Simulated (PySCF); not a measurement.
# C₅H₁₁NOSi₂: what the fields show

```yaml
atoms:
  - { symbol: C, position_ang: [2.7044, 0.9590, 1.4832] }
  - { symbol: C, position_ang: [2.1088, 0.1157, 0.4703] }
  - { symbol: C, position_ang: [1.6301, -0.5976, -0.3665] }
  - { symbol: C, position_ang: [1.0333, -1.4282, -1.3885] }
  - { symbol: C, position_ang: [-0.4298, -1.0903, -1.6074] }
  - { symbol: O, position_ang: [-0.9266, -1.1457, -2.7108] }
  - { symbol: Si, position_ang: [-1.4742, -0.5489, -0.0912] }
  - { symbol: N, position_ang: [-3.0405, -1.0762, -0.5778] }
  - { symbol: Si, position_ang: [-1.2047, 1.7141, 0.3037] }
  - { symbol: H, position_ang: [2.2463, 0.7575, 2.4512] }
  - { symbol: H, position_ang: [3.7742, 0.7619, 1.5510] }
  - { symbol: H, position_ang: [2.5518, 2.0081, 1.2317] }
  - { symbol: H, position_ang: [1.5863, -1.3490, -2.3297] }
  - { symbol: H, position_ang: [1.0576, -2.4751, -1.0651] }
  - { symbol: H, position_ang: [-1.0801, -1.4197, 1.0301] }
  - { symbol: H, position_ang: [-3.8767, -0.7213, -0.1454] }
  - { symbol: H, position_ang: [-3.1941, -1.2490, -1.5593] }
  - { symbol: H, position_ang: [-2.4827, 2.4376, 0.2368] }
  - { symbol: H, position_ang: [-0.6859, 1.9662, 1.6517] }
  - { symbol: H, position_ang: [-0.3027, 2.3914, -0.6322] }
```

Geometry: GFN2-xTB.

The calculation used PBE0/pcSseg-1, SCF density, gas phase, non-relativistic in PySCF.

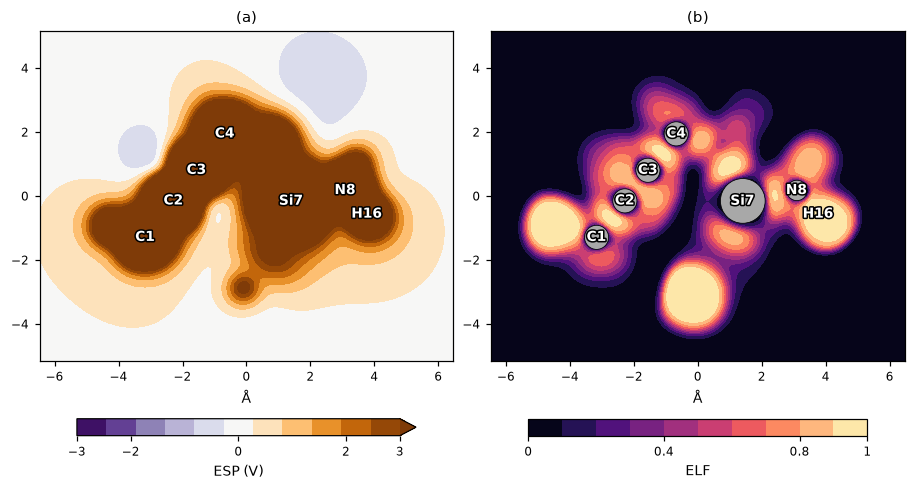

Figure 1. (a) electrostatic potential; (b) electron localisation function on the plane of atoms Si7, N8 and H16. Grey discs cover the atomic cores in the ELF map.

**Describe what can be read from this map.**

The plane passes through C, Si, N and H nuclei.
C–C (1.20 Å): the ELF peaks at about 0.80 between the atoms: a short, multiple covalent bond.
Si–N (1.72 Å): the ELF peaks at about 0.90 between the atoms, as expected for a polar covalent bond.
N–H (1.01 Å): the ELF climbs to about 1 towards the hydrogen, as it does in any bond to H: a covalent bond by its length.
Outside the dense part of the molecule the potential is most negative (−0.7 V) near C3.

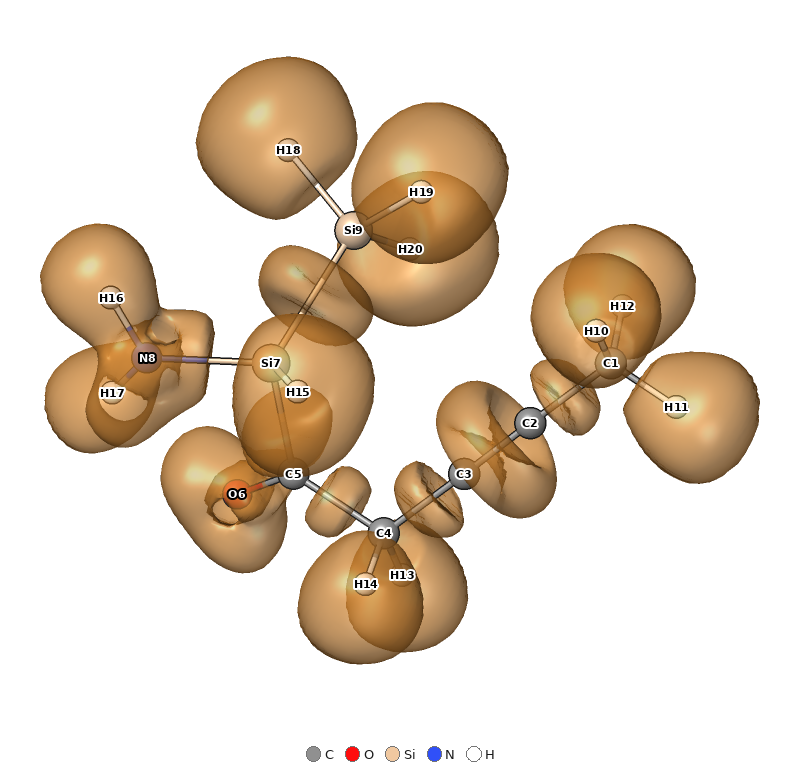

Figure 2. Isosurface of the ELF at 0.75 (orange), seen across its widest extent. Only the valence region is drawn (cores and ρ < 0.01 e/Å³ removed).

**Describe the localisation domains.**

At this value the surface marks out four regions between bonded C–C atoms (shared pairs), one region between bonded C–Si atoms (shared pairs), one region between bonded Si–Si atoms (shared pairs), nine regions around hydrogen nuclei, one region on O in which the atom's valence shell and bonds are merged and one joined region spread over several atoms (H, N), in which their bonds and any lone pairs are merged. Profiles from the grid: C–O (1.21 Å): the ELF peaks at about 0.85 between the atoms (a multiple bond).

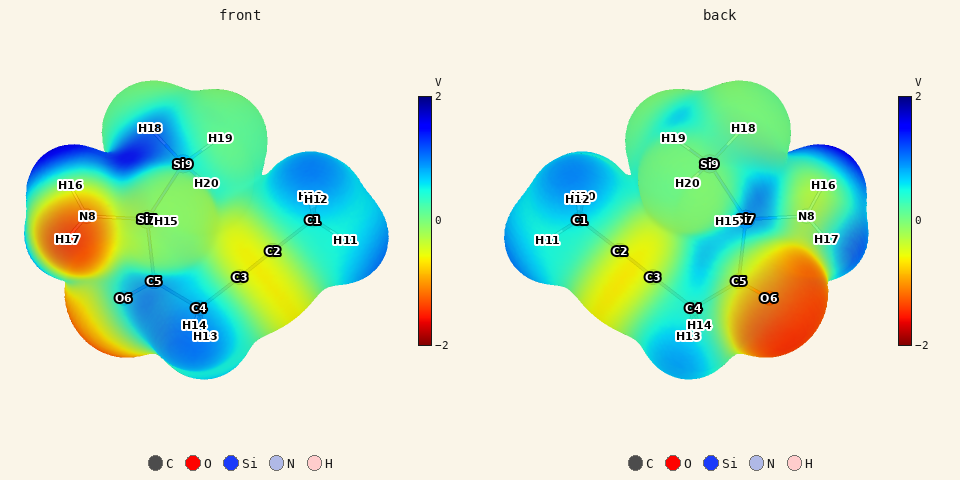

Figure 3. The electrostatic potential painted on the density surface at 0.002 e/bohr³, seen from the front and from behind; the colour scale runs from red (negative) to blue (positive).

**Where is the surface potential most negative and most positive?**

The most negative region (about −1.5 V) lies over O6 and N8, the most positive (about +1.5 V) over Si7 and H16.
